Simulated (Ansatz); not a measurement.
# Abstraction of Cl: GeH3Cl + GaHCl → GeH3 + GaHCl2

Gas-phase species: GeH3Cl (chlorogermane) `[Cl][GeH3]`, singlet; GaHCl `[Cl][GaH]`, doublet; GeH3 `[GeH3]`, doublet; GaHCl2 `[Cl][GaH][Cl]`, singlet. A radical takes Cl: the energy is the difference in strength between the Ge–Cl bond broken and the Ga–Cl bond made.

Shapes, held fixed at every level: PBE0-D4/def2-TZVP. Programs: Ansatz 0.2.0. The zero-point and thermal change to 298 K, harmonic and unscaled (PBE0-D4/def2-TZVP), is -1.5 kJ/mol.

```tsv
level	kind	ΔH(298 K) (kJ/mol)	less CCSD(T)/def2-TZVPP
MP2/def2-SVP	perturbation theory	-45.6	-15.6
MP2/def2-TZVPP	perturbation theory	-31.4	-1.4
HF/def2-SVP	Hartree–Fock	-36.5	-6.5
PBE-D4/def2-TZVPP	GGA	-17.5	+12.5
r2SCAN-D4/def2-TZVPP	meta-GGA	-25.3	+4.7
r2SCAN0-D4/def2-TZVPP	global hybrid	-27.1	+2.9
B2PLYP/def2-TZVPP	double hybrid	-22.6	+7.4
CCSD(T)/def2-TZVPP	coupled cluster or CI	-30.0	0.0
```

The highest level, CCSD(T)/def2-TZVPP, gives ΔH(298 K) = -30.0 kJ/mol; the levels span -45.6 to -17.5. The column of differences is taken from that level and isn't an error. No measured value is set beside it here. Open shells run unrestricted. Relativity is left out for Ga, Ge. Outer-core shells of Ga, Ge are correlated, in sets that cover them unevenly.

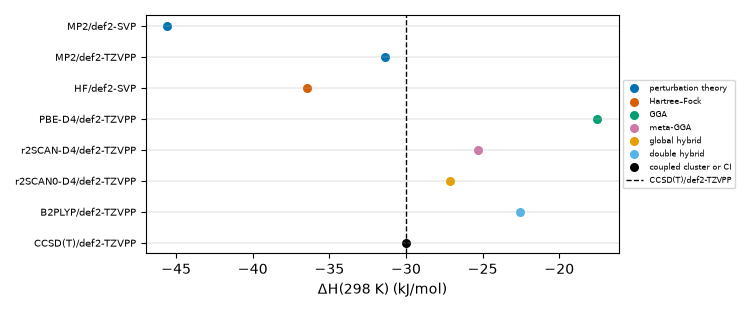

The values of the table, level by level.
